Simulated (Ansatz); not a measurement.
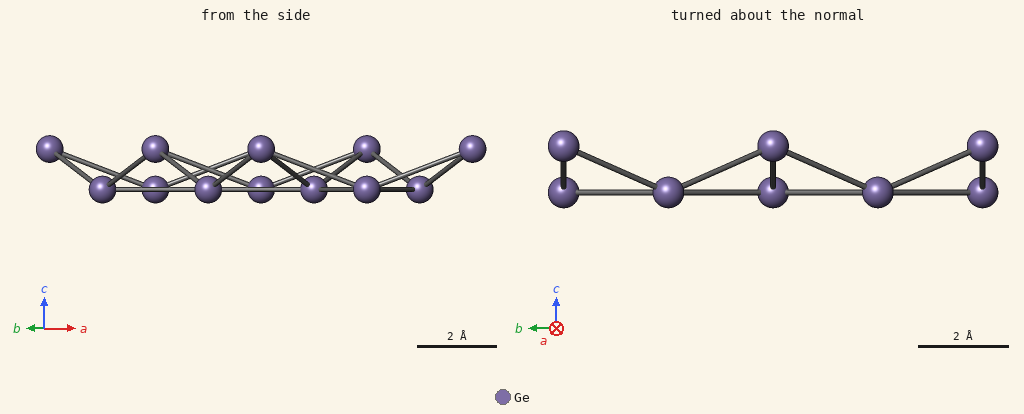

A ball-and-stick picture of a periodic sheet, seen from the side and turned about the normal. The surface normal points up in side views; the vacuum is left out. 1×2 cells are drawn in the plane, with atoms at the edges repeated.

The cell holds 4 Ge.

Read the thickness off the scale bar.

About 1.0 Å from the lowest to the highest atom.

Write the layer sequence, upper face first.

Two planes: Ge / Ge.

Source of the structure: a structure type filled with this element by a generator (whether the element takes this form wasn't checked). The geometry was optimised with Ansatz 0.2.0, DFT PBE, scalar-relativistic, plane waves, PAW.
